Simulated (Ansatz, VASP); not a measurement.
# Cross-check of SnSe2 between VASP and Ansatz

Aim: how closely do two programs agree when they are given the same cell, functional and k mesh? The start cell is built, not measured: As first built, before any earlier steps moved the atoms (in the runner's words): it takes the SnS2 structure with some of its atoms replaced by other elements, volume scaled by an estimate. The cell is taken from a series of VASP runs on this material, whose earlier steps may have relaxed, scaled or displaced it; both programs get it as it stands. Valence electrons are named where the data sets of a main pair hold unlike numbers.

Method: plane waves, with VASP 6.6.1 beside it; single point at LDA and band structure at LDA, in Ansatz 0.2.0.

**1. The structure**

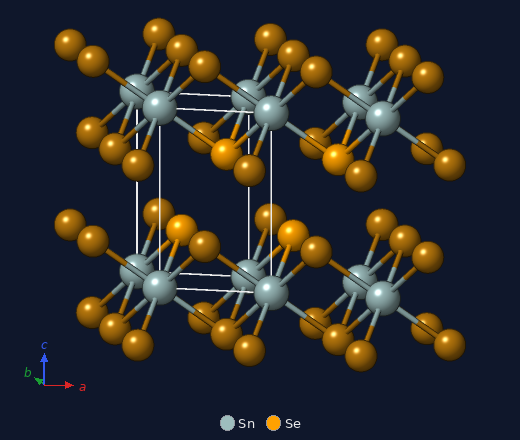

The starting structure, seen slightly off an axis (tin teal, selenium orange). 2×1×1 cells are drawn. Some periodic images of atoms are drawn too.

Coordinates:

```cif
data_structure
_symmetry_space_group_name_H-M 'P 1'
_symmetry_Int_Tables_number 1
_cell_length_a 3.8058
_cell_length_b 3.8058
_cell_length_c 5.8675
_cell_angle_alpha 90.000
_cell_angle_beta 90.000
_cell_angle_gamma 120.000
_cell_volume 73.60
loop_
_atom_site_label
_atom_site_type_symbol
_atom_site_fract_x
_atom_site_fract_y
_atom_site_fract_z
_atom_site_occupancy
Sn1 Sn 0.00000 0.00000 0.00000 1
Se2 Se 0.33333 0.66667 0.26887 1
Se3 Se 0.66667 0.33333 0.73113 1
```

**2. VASP: single point, LDA**

With cell and atoms fixed, the geometry can't cause a difference; cores, projectors, grids and the points listed under the comparison can.

Lines of VASP's logs that name or quote its potential files are left out, and so is its time.

File INCAR:

```
SYSTEM = SnSe2
PREC = Accurate
ENCUT = 400
EDIFF = 1E-06
NELM = 100
ISMEAR = -1
SIGMA = 0.05
LREAL = .FALSE.
ALGO = Normal
GGA = CA
NBANDS = 19
LORBIT = 11
LWAVE = .FALSE.
LCHARG = .TRUE.
ISIF = 2
LELF = .TRUE.
LVHAR = .TRUE.
```

File POSCAR:

```
SnSe2
1.0
    3.8057682121      0.0000000000      0.0000000000
   -1.9028841061      3.2958923627      0.0000000000
    0.0000000000      0.0000000000      5.8675203472
Sn Se
1 2
Direct
    0.0000000000      0.0000000000      0.0000000000
    0.3333333300      0.6666666700      0.2688697935
    0.6666666700      0.3333333300      0.7311302065
```

File KPOINTS:

```
Automatic mesh
0
Gamma
7 7 4
0 0 0
```

PAW data sets: Sn_d and Se (LDA family, release 64).

The run is started by

```console
$ mpirun -np 1 vasp_std
```

Numbers of over 12 decimals in the logs are rounded to 6 here.

Log:

```text
[banner, memory and clock lines left out]
running    1 mpi-ranks, on    1 nodes
 distrk:  each k-point on    1 cores,    1 groups
 distr:  one band on    1 cores,    1 groups

 POSCAR found type information on POSCAR SnSe
 POSCAR found :  2 types and       3 ions
 LDA part: xc-table for (Slater(with rela. corr.)+CA(PZ))
 , standard interpolation
 POSCAR, INCAR and KPOINTS ok, starting setup
 FFT: planning ... GRIDC
 FFT: planning ... GRID_SOFT
 FFT: planning ... GRID
 WAVECAR not read
 entering main loop
       N       E                     dE             d eps       ncg     rms          rms(c)
DAV:   1     0.179379304775E+03    0.17938E+03   -0.10686E+04  1100   0.131E+03
DAV:   2     0.591224822948E+01   -0.17347E+03   -0.16826E+03  1133   0.345E+02
DAV:   3    -0.134721376055E+02   -0.19384E+02   -0.18968E+02  1294   0.109E+02
DAV:   4    -0.140607816868E+02   -0.58864E+00   -0.58774E+00  1237   0.202E+01
DAV:   5    -0.140751352436E+02   -0.14354E-01   -0.14353E-01  1449   0.326E+00    0.529E+00
DAV:   6    -0.138229273257E+02    0.25221E+00   -0.49337E-01  1577   0.748E+00    0.337E+00
DAV:   7    -0.137924716606E+02    0.30456E-01   -0.13778E-01  1200   0.230E+00    0.973E-01
DAV:   8    -0.137893453799E+02    0.31263E-02   -0.96526E-03  1346   0.957E-01    0.265E-01
DAV:   9    -0.137891130874E+02    0.23229E-03   -0.11163E-03  1185   0.236E-01    0.789E-02
DAV:  10    -0.137891117839E+02    0.13034E-05   -0.89846E-05  1212   0.622E-02    0.285E-02
DAV:  11    -0.137891135119E+02   -0.17280E-05   -0.10277E-05  1143   0.193E-02    0.457E-03
DAV:  12    -0.137891132527E+02    0.25916E-06   -0.82163E-07   664   0.644E-03
   1 F= -.13789113E+02 E0= -.13788705E+02  d E =-.815781E-03
```

From OUTCAR (step 2):

```text
ion  position               nearest neighbor table
   1  0.000  0.000  0.000-   2 2.70   3 2.70   3 2.70   2 2.70   3 2.70   2 2.70
   2  0.333  0.667  0.269-   1 2.70   1 2.70   1 2.70
   3  0.667  0.333  0.731-   1 2.70   1 2.70   1 2.70

  LATTYP: Found a hexagonal cell.
 ALAT       =     3.8057682121
 C/A-ratio  =     1.5417440107

 Subroutine GETGRP returns: Found 12 space group operations
 (whereof 12 operations were pure point group operations)

The static configuration has the point symmetry D_3d.

 Found     28 irreducible k-points:

   k-points           NKPTS =     28   k-points in BZ     NKDIM =     28   number of bands    NBANDS=     19

   dimension x,y,z NGX =    28 NGY =   28 NGZ =   40
   dimension x,y,z NGXF=    56 NGYF=   56 NGZF=   80

   ENCUT  =  400.0 eV  29.40 Ry    5.42 a.u.   6.21  6.21  9.57*2*pi/ulx,y,z

   NELECT =      26.0000    total number of electrons

 k-points in reciprocal lattice and weights: Automatic mesh
   0.00000000  0.00000000  0.00000000       0.005
   0.14285714  0.00000000  0.00000000       0.031
   0.28571429  0.00000000  0.00000000       0.031
   0.42857143  0.00000000  0.00000000       0.031
   0.14285714  0.14285714  0.00000000       0.031
   0.28571429  0.14285714  0.00000000       0.061
   0.42857143  0.14285714  0.00000000       0.031
   0.28571429  0.28571429  0.00000000       0.031
   0.00000000  0.00000000  0.25000000       0.010
[...]
0.42857143  0.14285714  0.50000000       0.031
   0.28571429  0.28571429  0.50000000       0.031

 average (electrostatic) potential at core
       1-101.8414       2 -59.0460       3 -59.0460

 E-fermi :   5.0617

 k-point     1 :       0.0000    0.0000    0.0000
  band No.  band energies     occupation
    ...
      9       4.0549      2.00000
     10       4.0549      2.00000
     11       4.2081      2.00000
     12       4.2081      2.00000
     13       4.8050      1.98827
     14       5.4497      0.00085
     15       7.6055      0.00000
     16       9.2688      0.00000
     17       9.2688      0.00000
     18      12.9517      0.00000
    ...

 k-point     2 :       0.1429    0.0000    0.0000
  band No.  band energies     occupation
    ...
      9       2.2167      2.00000
     10       3.2369      2.00000
     11       3.2903      2.00000
     12       4.5876      1.99985
     13       4.8797      1.94882
     14       6.7466      0.00000
     15       8.2660      0.00000
     16       9.0246      0.00000
     17       9.5274      0.00000
     18      11.9509      0.00000
    ...

 k-point     3 :       0.2857    0.0000    0.0000
  band No.  band energies     occupation
    ...
      9       0.6870      2.00000
     10       1.8641      2.00000
     11       2.4991      2.00000
     12       4.2699      2.00000
     13       4.5922      1.99983
     14       6.4282      0.00000
     15       8.4265      0.00000
     16       9.7301      0.00000
     17      10.2385      0.00000
     18      10.8347      0.00000
    ...

  Total        0.0061602      0.0061602      0.0058345     -0.0000000     -0.0000000     -0.0000000
  in kB        0.1341019      0.1341019      0.1270112     -0.0000000     -0.0000000     -0.0000000
  external PRESSURE =       0.1317383 kB  Pullay stress =       0.0000000 kB

  energy-cutoff  :      400.00
  volume of cell :       73.60
      direct lattice vectors                 reciprocal lattice vectors
     3.805768212  0.000000000  0.000000000     0.262759040  0.151703983  0.000000000
    -1.902884106  3.295892363  0.000000000     0.000000000  0.303407967  0.000000000
     0.000000000  0.000000000  5.867520347     0.000000000  0.000000000  0.170429746

 POSITION                                       TOTAL-FORCE (eV/Angst)
 -----------------------------------------------------------------------------------
      0.00000      0.00000      0.00000         0.000000      0.000000      0.000000
     -0.00000      2.19726      1.57760        -0.000000     -0.000000     -0.005070
      1.90288      1.09863      4.28992         0.000000      0.000000      0.005070
 -----------------------------------------------------------------------------------
    total drift:                               -0.000000     -0.000000      0.000000

  FREE ENERGIE OF THE ION-ELECTRON SYSTEM (eV)
  ---------------------------------------------------
  free  energy   TOTEN  =       -13.7891132527 eV

  energy  without entropy=      -13.7882974715  energy(sigma->0) =      -13.78870536

 total charge
# of ion       s       p       d       tot
------------------------------------------
    1        1.084   1.054  10.099  12.236
    2        1.493   2.298   0.030   3.821
    3        1.493   2.298   0.030   3.821
--------------------------------------------------
tot          4.069   5.650  10.160  19.879

[... 3 further parts left out ...]
```

The run ends at a pressure of 0.01 GPa, with forces up to 0.0051 eV/Å.

**3. Ansatz: single point, LDA**

Ansatz runs on its default PAW (the set named soft_2) files.

The same cell, functional (in two slightly different forms), mesh and smearing now go to Ansatz, which takes its cutoff from its data sets.

File input.yaml:

```yaml
crystal:
  lattice:
    - [3.8057682121, 0.0, 0.0]
    - [-1.9028841061, 3.2958923627, 0.0]
    - [0.0, 0.0, 5.8675203472]
  atoms:
    - { symbol: Sn, position: [0.0, 0.0, 0.0] }
    - { symbol: Se, position: [0.33333333, 0.66666667, 0.2688697935] }
    - { symbol: Se, position: [0.66666667, 0.33333333, 0.7311302065] }
hamiltonian:
  xc: lda
  pseudopotentials: { kind: paw }
kpoints:
  mp_grid: { grid: [7, 7, 4] }
scf:
  occupations: { method: fermi_dirac, width: 0.05 }
  n_extra_bands: 4
output:
  forces: true
  stress: true
  eigenvalues: true
```

The run is started by

```console
$ ansatz run input.yaml --threads 2 --pin off --max-ram 4608MiB --backend cpu --events-out ev --progress --plain --runs-dir out
```

Log:

```text
scf.n_extra_bands = 4 over 23 filled bands (N_el = 46.0): the run solves 27 bands
Engine: ansatz 0.2.0, aarch64-unknown-linux-gnu
Pseudopotentials: kind: paw
Pseudopotential: Sn, paw, valence charge 14, recommended cutoff 420 eV (normal), Sn.paw.azcp
Pseudopotential: Se, paw, valence charge 16, recommended cutoff 420 eV (normal), Se.paw.azcp
Functional definition: SPW92
  exchange = slater_x
  correlation = pw_c
Crystal: 3 atoms, lattice volume = 73.599 Å³
Basis set: ecut = 420 eV, 1435 PW (Γ)
Bands: 27, of which v1, the nominal top of the filled ones, is band 23 counted from 1 (22 counted from 0)
Symmetry: 12 space group operations
Space group: P-3m1 (ITA 164), of the structure as read, at distance tolerance 4.2e-5 Å
k-points: 28 of 196
Non-local potential: Sn, projectors of the file, l = 0: 2, l = 1: 2, l = 2: 2, l = 3: 2
Non-local potential: Se, projectors of the file, l = 0: 2, l = 1: 2, l = 2: 3, l = 3: 1
PAW form: soft (Blöchl's): semilocal exchange-correlation on the pseudo side does not see the compensation charge
PAW frozen core: Sn, regenerated for the run's functional, and the local potential with it (the file was generated under x = pbe(κ = 0.804, μ = 0.219515), c = pbe(β = 0.066725))
PAW frozen core: Se, regenerated for the run's functional, and the local potential with it (the file was generated under x = pbe(κ = 0.804, μ = 0.219515), c = pbe(β = 0.066725))
PAW one-centre angular grid: Sn, 590 points (default); XC on 64 Gauss nodes
PAW one-centre angular grid: Se, 590 points (default); XC on 64 Gauss nodes
Initial density: superposition of atomic densities (neutral atoms: chi_scale 0, normalization atom), corrected by the library's trained network
Initial wavefunctions: pseudopotential atomic-orbital guess
Functional: x = slater, c = lda
SCF iter   1: F=—  HF=-16647.031527 eV  |F-HF|=—  |Δ(HF+E_count)|=         —  Δρ=5.45e-3  dr2=9.72e-3  ethr=1.77e-3  ⟨swp⟩=6.4  Hψ=3316  notcnv=0
preconditioner: auto → Resta (q_TF=auto, 2.523 Å⁻¹)  ε∞=3.0  [insulator: Δε(μ)=0.363 eV  Ē_g=15.522 eV  σ=0.050 eV  W_gap=0.95  n_scr=22 (ndim 8)  ℏωp=22.1 eV  f_vac=0.035  D(μ)=0.07/eV (n_scr^D=0)  ε∞_Penn≈3.0]
SCF iter   2: F=—  HF=-16647.026141 eV  |F-HF|=—  |Δ(HF+E_count)|=   5.39e-3  Δρ=2.66e-3  dr2=2.41e-3  ethr=2.11e-5  ⟨swp⟩=2.0  Hψ=1424  notcnv=0
SCF iter   3: F=—  HF=-16647.025401 eV  |F-HF|=—  |Δ(HF+E_count)|=   7.40e-4  Δρ=4.03e-4  dr2=1.02e-4  ethr=5.24e-6  ⟨swp⟩=2.8  Hψ=1431  notcnv=0
SCF iter   4: F=—  HF=-16647.025382 eV  |F-HF|=—  |Δ(HF+E_count)|=   1.92e-5  Δρ=1.04e-4  dr2=1.40e-5  ethr=2.22e-7  ⟨swp⟩=2.0  Hψ=1400  notcnv=0
SCF iter   5: F=—  HF=-16647.025370 eV  |F-HF|=—  |Δ(HF+E_count)|=   1.14e-5  Δρ=2.44e-5  dr2=4.30e-7  ethr=3.05e-8  ⟨swp⟩=2.0  Hψ=1400  notcnv=0
SCF iter   6: F=-16647.025370 eV  HF=-16647.025370 eV  |F-HF|=6.77e-9  |Δ(HF+E_count)|=   5.44e-8  Δρ=1.06e-5  dr2=7.82e-8  ethr=2.17e-10  ⟨swp⟩=5.8  Hψ=3241  notcnv=0
SCF 1 converged in 6 iterations: F = -16647.025370 eV  dr2 = 7.82e-8
  greatest PAW one-centre occupation: 1.000 electrons in one spin orbital (limit 2), on the Se atom at site 2 (counted from 0), in its partial waves of l = 2
SCF converged after 6 iterations
Free energy (F): -16647.025370 eV
Harris-Foulkes:  -16647.025370 eV  (|F-HF|=6.77e-9)
Internal energy: -16647.024511 eV  (E = F + TS)
E sigma→0 (E₀):  -16647.024941 eV
Entropy (-TS):   -0.000859 eV (-0.286 meV/atom)
Fermi energy:    8.957168 eV
--- Per-component energies (eV) ---
  E_band       = -842.993448
  E_kinetic    = 427.884869
  E_local      = -5733.102926  (includes V_loc(G=0)·N_el)
  E_nonlocal   = -1204.873311
  E_hartree    = 2948.658459
  E_xc         = -585.630608
  E_vxc        = -295.242827  (∫ρ·V_xc dr)
  E_paw        = -7653.114512  (= ΣΔE_a)
  E_vpaw       = 65.026762  (= ΣTr[D̂ρ^β])
  E_aug_tail   = -0.001271  (compensation charges beyond the density's cutoff)
  E_ewald      = -4851.704835
  E_core_change = 4.859623  (= ΣΔE_core)
  E_smearing   = -0.000859  (= −TS)
  E_closure    = -0.000000  (closes the sum)
  Σ components = -16647.025370   (vs F -16647.025370, Δ=0.00e0)
--- Forces (eV/Å), atoms counted from 1 ---
  atom   1  Sn    -0.00000000    -0.00000000    -0.00000000
  atom   2  Se    -0.00000000    -0.00000000    -0.02791440
  atom   3  Se     0.00000000     0.00000000     0.02791440
  max |Σ_I F_I| component: 4.21e-30 eV/Å
--- Stress (GPa, compression-positive) ---
       -0.129351       0.000000      -0.000000
        0.000000      -0.129351       0.000000
       -0.000000       0.000000      -0.150120
  P = ⅓ Tr σ = -0.1363 GPa (-1.363 kbar)
--- Band table (eV; the first three rows and the last of 28) ---
  k-point 0: bands = [... 19 lower, 7.9634, 8.1145, 8.1145, 8.6973, 9.3287, 11.5189, 13.1809, 13.1809]
  k-point 1: bands = [... 19 lower, 7.8282, 7.8282, 8.3101, 8.3101, 10.4713, 11.5238, 12.9378, 12.9378]
  k-point 2: bands = [... 19 lower, 7.7624, 7.7624, 8.4400, 8.4400, 11.1905, 11.3653, 12.7133, 12.7133]
  k-point 27: bands = [... 19 lower, 4.3316, 4.9985, 8.2595, 8.3108, 10.8608, 12.7661, 13.1230, 14.3289]
```

Elapsed: 2.9 s, on 2 threads of Arm Neoverse N1, shared host; peak memory 0.35 GiB.

Reading the cycles: dr2 is the Hartree energy of the density residual (eV), the measure of convergence; HF is the Harris–Foulkes estimate of the energy, which meets the free energy F at convergence.

The run ends at a pressure of -0.14 GPa, with forces up to 0.028 eV/Å.

**4. Comparison**

Known differences besides the potentials themselves: the two LDA forms differ slightly; the data sets hold 46 valence electrons in Ansatz (on its default PAW (the set named soft_2) files) and 26 in VASP; the cutoff is 420 eV in Ansatz and 400 eV in VASP; VASP's log shows a relativistic correction to its local exchange, Ansatz's none. Total energies have different zeros and are not compared.

Compared:

```
              quantity  Ansatz   VASP  difference
        pressure (GPa)   -0.14   0.01       -0.15
gap on the k mesh (eV)   0.354  0.361      -0.006
```

At this near-relaxed geometry the largest component of a force difference is 23 meV/Å. A gap on the mesh is an upper bound, since the band edges may lie between its points. Ansatz's pressure holds a Pulay correction of 0.05 GPa; VASP's holds none.

**5. Ansatz: band structure, LDA**

Levels along a path test the potential and the projectors away from the mesh points.

The cell is taken from a series of VASP runs on this material, whose earlier steps may have relaxed, scaled or displaced it; both programs get it as it stands.

input.yaml, the sections that differ from step 3:

```yaml
kpoints:
  mp_grid: { grid: [7, 7, 4] }
  band_path:
    path:
      - [0.0, 0.0, 0.0]
      - [0.13333, 0.0, 0.0]
      - [0.3, 0.0, 0.0]
      - [0.46667, 0.0, 0.0]
      - [0.46667, 0.06667, 0.0]
      - [0.41111, 0.17778, 0.0]
      - [0.35556, 0.28889, 0.0]
      - [0.28889, 0.28889, 0.0]
      - [0.17778, 0.17778, 0.0]
      - [0.06667, 0.06667, 0.0]
      - [0.0, 0.0, 0.03333]
      - [0.0, 0.0, 0.2]
      - [0.0, 0.0, 0.36667]
      - [0.0, 0.0, 0.5]
      - [0.16667, 0.0, 0.5]
      - [0.3, 0.0, 0.5]
      - [0.46667, 0.0, 0.5]
      - [0.46667, 0.06667, 0.5]
      - [0.41111, 0.17778, 0.5]
      - [0.35556, 0.28889, 0.5]
      - [0.28889, 0.28889, 0.5]
      - [0.17778, 0.17778, 0.5]
      - [0.06667, 0.06667, 0.5]
      - [0.5, 0.0, 0.46667]
      - [0.5, 0.0, 0.33333]
      - [0.5, 0.0, 0.3]
      - [0.5, 0.0, 0.13333]
      - [0.33333, 0.33333, 0.0]
      - [0.33333, 0.33333, 0.16667]
      - [0.33333, 0.33333, 0.33333]
      - [0.33333, 0.33333, 0.5]
    npoints: 1
scf:
  occupations: { method: fermi_dirac, width: 0.05 }
  n_extra_bands: 7
# crystal, hamiltonian, output: as in step 3
```

Log:

```text
[...]
Crystal: 3 atoms, lattice volume = 73.599 Å³
Basis set: ecut = 420 eV, 1435 PW (Γ)
Bands: 30, of which v1, the nominal top of the filled ones, is band 23 counted from 1 (22 counted from 0)
Symmetry: 12 space group operations
[...]
k-points: 28 of 196
[...]
k-point 0: bands = [... 19 lower, 7.9634, 8.1145, 8.1145, 8.6973, 9.3287, 11.5189, 13.1809, 13.1809, ... 3 higher]
  k-point 1: bands = [... 19 lower, 7.8282, 7.8282, 8.3101, 8.3101, 10.4713, 11.5238, 12.9378, 12.9378, ... 3 higher]
  k-point 2: bands = [... 19 lower, 7.7625, 7.7625, 8.4400, 8.4400, 11.1905, 11.3653, 12.7133, 12.7133, ... 3 higher]
  k-point 27: bands = [... 19 lower, 4.3316, 4.9985, 8.2595, 8.3108, 10.8608, 12.7661, 13.1231, 14.3289, ... 3 higher]
[key lines of the parts left out:]
SCF converged after 6 iterations
Free energy (F): -16647.025370 eV
Fermi energy:    8.957178 eV
P = ⅓ Tr σ = -0.1362 GPa (-1.362 kbar)
```

It took 4.7 s on 2 threads; peak memory 0.35 GiB.

[end of part 1 of 2]

[Lines on the potential files, build, host, timing and source positions are cut from VASP's logs without a mark.]

[Logs are printed without paths, hosts, clocks, repeated set-up lines and the standing remarks that a program may print on its own settings, such as how far it seeks lower states.]

[Hosts, paths, dates, database ids (printed as entryN), source tags and the programs' standing remarks are cut or masked in the printed files.]
